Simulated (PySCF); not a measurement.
**Frequency calculation of CoF$_{2}$ (charge +1)**

CoF$_{2}$, charge +1, computed with RKS-based PBE0, Co def2-TZVP, F def2-TZVP; non-relativistic Hamiltonian; density fitting (PySCF 2.14.0).

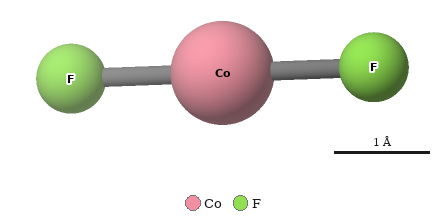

Figure 1. The input geometry (ball-and-stick view, seen at a tilt). Sticks mark near contacts.

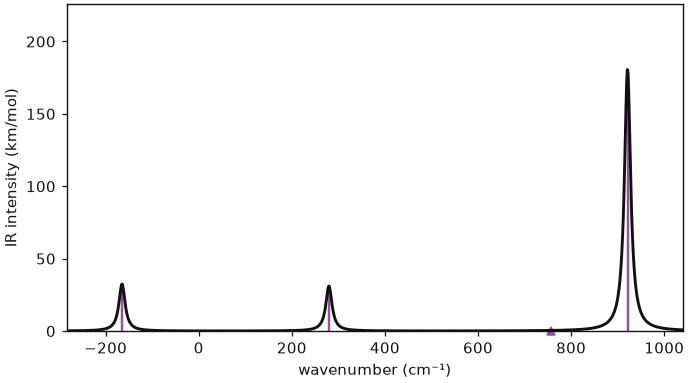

Figure 2. Harmonic infrared spectrum, unscaled: sticks (degenerate modes added up, dark ones marked on the axis) with a Lorentzian envelope of 16 cm⁻¹ full width, scaled to the tallest stick; imaginary modes are drawn at negative wavenumbers. 4 modes from 165i to 921 cm⁻¹, 1 imaginary beyond 8i (165i cm⁻¹): a first-order saddle point, if the geometry is stationary. The strongest line is at 921 cm⁻¹ (181 km/mol). All modes, in cm⁻¹ (km/mol): 165i (33), 280 (31), 758 (0.0), 921 (181). The two bends of a linear molecule should be equal; they aren't, because the electronic state found breaks the axial symmetry.

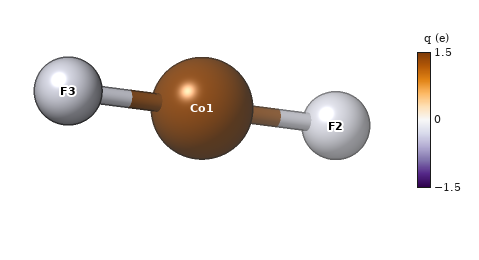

Figure 3. Mulliken charges, as the colour of each atom (ball-and-stick view, seen at an oblique angle; atoms are numbered from 1 in the order of the input). By element: Co +1.43 and F −0.21 e.

The input and output of the run follow.

## Input file
```python
from pyscf import gto, scf, dft
mol = gto.M(atom='''
Co     0.000000    -0.000000     0.000000
F     -0.000000    -0.000000     1.628349
F      0.000000     0.000000    -1.628349''',
    basis={'Co': 'def2-TZVP', 'F': 'def2-TZVP'},
    charge=1, spin=0)
mf = dft.RKS(mol, xc='PBE0')
mf.grids.atom_grid = (75, 302)
aux = {'Co': 'def2-universal-JKFIT', 'F': 'def2-universal-JKFIT'}
mf = mf.density_fit(auxbasis=aux)
mf.conv_tol = 1e-09
mf.diis_space = 10
mf.max_cycle = 60
mf.verbose = 4
mf.kernel()
```

The script is an equivalent of the set-up of the self-consistent field. The run itself was carried out by a driver, which started from the orbitals of the step before it where there was one and computed the further properties.

Run as:
```bash
OMP_NUM_THREADS=2 python axn.py task.json out
```

## What the program printed
```
init E= -1581.67629411436
  HOMO = -0.662513899994894  LUMO = -0.530156155605723  gap/eV = 3.60164
cycle= 1 E= -1581.67629411443  delta_E= -7.71e-11  |g|= 5.67e-06  |ddm|= 1.99e-05
  HOMO = -0.662513510242515  LUMO = -0.530155445828924  gap/eV = 3.60165
Extra cycle  E= -1581.67629411446  delta_E= -2.98e-11  |g|= 1.74e-05  |ddm|= 2.11e-05
converged SCF energy = -1581.67629411446
```

## Key numbers

- outcome: converged
- total energy: −1581.676294 hartree
- HOMO: −18.03 eV
- LUMO: −14.43 eV
- zero-point energy: 0.004462 hartree
- wavenumbers, lowest and highest: 165i and 921 cm⁻¹
- hardware: 2 threads of Intel Xeon (Sapphire Rapids), 16 GiB of memory available, shared host
- wall time: 63 s (CPU time 2.1 min)
- peak memory: 1.1 GiB

## Remarks

Checks after the run noted: the SCF density has lower symmetry than the nuclear frame.
